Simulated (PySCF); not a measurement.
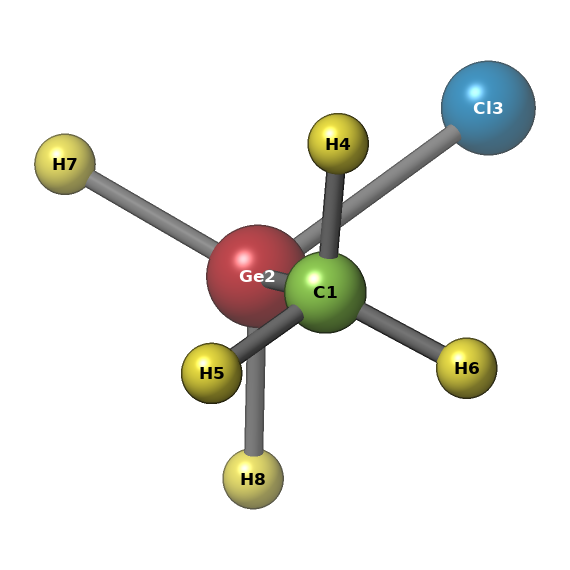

Ge2 lies behind C1. The molecule seen a little off the C1–Ge2 bond, C1 in front. Atoms fade into the background with distance from the viewer. Computed geometry: PBE0-D3(BJ)/def2-SVP optimisation. No frequency run is at hand to confirm it as a minimum.

**What is the torsion angle H4–C1–Ge2–Cl3? The sign is positive where the front bond must turn clockwise to cover the back bond.**

58°, synclinal (gauche). The bonds about C1–Ge2 are staggered.
